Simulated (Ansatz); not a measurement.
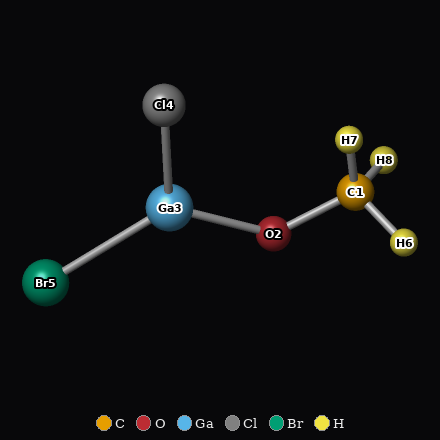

Two computed energy maps of CH₃BrClGaO, SMILES C[O][Ga]([Cl])[Br]. The picture above is the structure of the first map.

Map 1

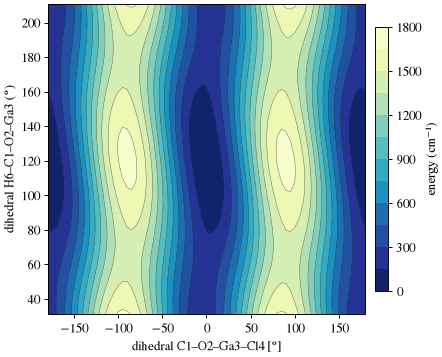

CH₃BrClGaO, SMILES C[O][Ga]([Cl])[Br]. The first coordinate is: dihedral C1–O2–Ga3–Cl4; the second: dihedral H6–C1–O2–Ga3. Nothing is relaxed (all other coordinates rigid). Grid: 12 × 13 points. Points are written as (first, second). Energies are in cm⁻¹, from the relaxed molecule at the same level. Method: RKS PBE0-D4/def2-SVP in Ansatz 0.2.0.

In the figure: filled contours. Between grid points the surface is interpolated.

Map 2

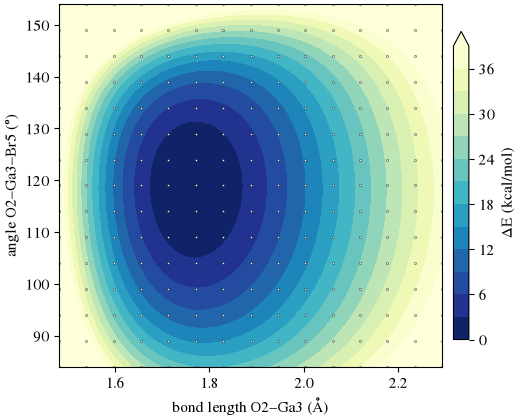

CH₃BrClGaO, SMILES C[O][Ga]([Cl])[Br]. 
- Coordinates scanned: (1) bond length O2–Ga3; (2) angle O2–Ga3–Br5.
- Nothing is relaxed (all other coordinates rigid).
- The scan uses a 15 × 15 grid.
- Points are written as (first, second).
- Energies: kcal/mol, counted from the relaxed molecule at the same level.
- Method: Ansatz 0.2.0, RKS r2SCAN-D4/def2-SVP.

In the figure: filled contours, dots at the grid points, one colour for all values above the top of the scale. Between grid points the surface is interpolated.

**What does each map show?**

Map 1: The lowest grid point is at (0°, 121°), 1 cm⁻¹ from the relaxed molecule at the same level. The energy also falls towards the edge at (0°, 211°) (197 cm⁻¹ above the lowest) and (0°, 31°) (200 cm⁻¹ above the lowest), where a further well may lie outside the range. A higher local minimum lies near (−180°, 121°) (24 cm⁻¹ above the lowest at that grid point). The highest grid point, (−90°, 121°), lies 1703 cm⁻¹ above the lowest. On the interpolated surface the easiest way out of the lowest well to the well at (−180°, 121°) passes a barrier of about 1400 cm⁻¹.
Map 2: The lowest grid point is at (1.771 Å, 119°), 0.018 kcal/mol from the relaxed molecule at the same level. It is the only kind of minimum in the scanned range. The highest grid point, (1.481 Å, 154°), lies 140.4 kcal/mol above the lowest. Round the minimum the two coordinates are nearly uncoupled.

**Maps 1, 2 start from a relaxed reference structure. Do they show a way to lower its energy?**

No. In each of them the reference is the lowest point, within the accuracy of the grid, so it is stable against the distortions scanned (other distortions weren't tried).
